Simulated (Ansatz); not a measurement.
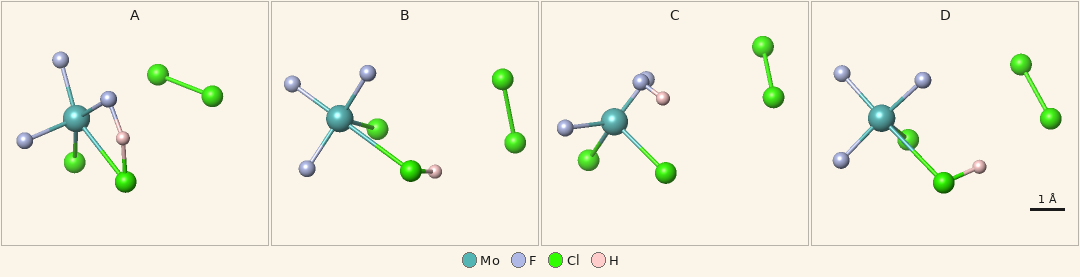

4 geometries from a converged minimum-energy path of MoHCl4F3, made up at the start of MoHCl₂F₃ and Cl2, shuffled. A ball-and-stick model, seen at a tilt.

Theory: RHF/def2-SVP in Ansatz 0.2.0. Run with 5 movable images; climbing image; force threshold 0.05 eV/Å; iteration limit 60; starting path through a guess of the saddle point.

### Which frame is the transition state?

A. In order along the path, whose images run from 0 to 6: B (image 0, 0.00 eV), D (image 1, +0.04 eV), A (image 3, +1.24 eV), C (image 5, −0.38 eV). A hydrogen atom shifts from one atom to another. Breaking: Cl–H (1.28 → 2.64 Å). Forming: F–H (3.65 → 0.91 Å).

Limits of the set-up: the start holds two separate molecules, 2.9 Å apart at their closest, whose relative position is a soft coordinate and is computed without a dispersion correction; Hartree-Fock leaves out electron correlation.

Cost: 9 min on 4 threads of Arm Neoverse V1, on a shared host, peak memory 0.63 GiB.
